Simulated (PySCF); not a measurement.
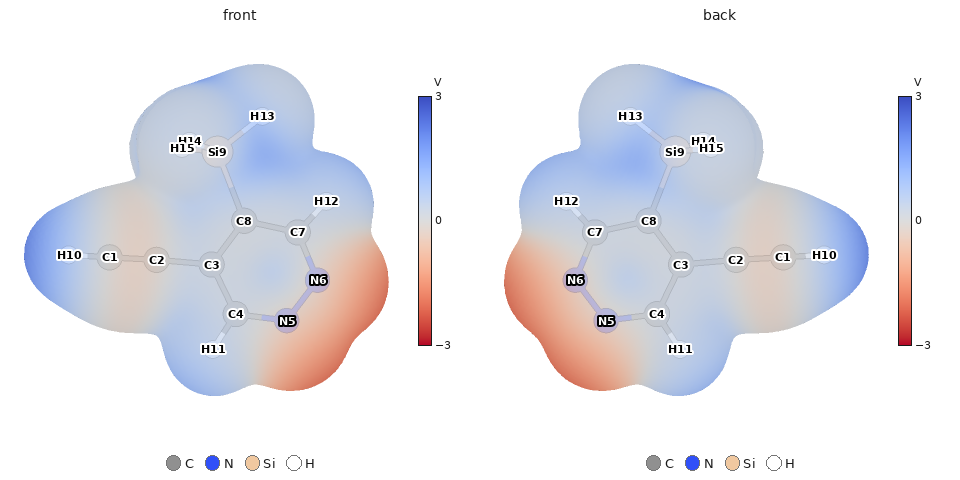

Figure 1: C$_{6}$H$_{6}$N$_{2}$Si (SMILES C#Cc1cnncc1[SiH3]). The molecular electrostatic potential painted on the density surface at 0.002 e/bohr³, seen from the front and from behind; the colour scale runs from red (negative) to blue (positive).

Geometry: GFN2-xTB.

The calculation used PySCF, PBE0/pcSseg-1, SCF density, gas phase, non-relativistic.

```xyz
15

C     0.4525    2.8814   -0.0567
C    -0.0234    1.7791   -0.0979
C    -0.6220    0.5018   -0.1533
C    -1.9946    0.3708   -0.4234
N    -2.5997   -0.7933   -0.4866
N    -1.9294   -1.8932   -0.2956
C    -0.6383   -1.8480   -0.0366
C     0.1087   -0.6703    0.0553
Si    1.9611   -0.6502    0.4290
H     0.8745    3.8413   -0.0184
H    -2.6154    1.2395   -0.5935
H    -0.1667   -2.8109    0.1069
H     2.3857   -2.0408    0.5856
H     2.1641    0.1107    1.6615
H     2.6383   -0.0099   -0.6982
```

> Which sites attract a positive test charge, and which a negative one?

A positive charge is drawn to the negative regions and a negative charge to the positive ones. The most negative region (about −2.0 V, or −46 kcal/mol for a unit charge) lies over N5 and N6, the most positive (about +2.0 V, or +46 kcal/mol for a unit charge) over H10.

> How polar is the molecule by this calculation?

Its dipole moment is 4.29 D.
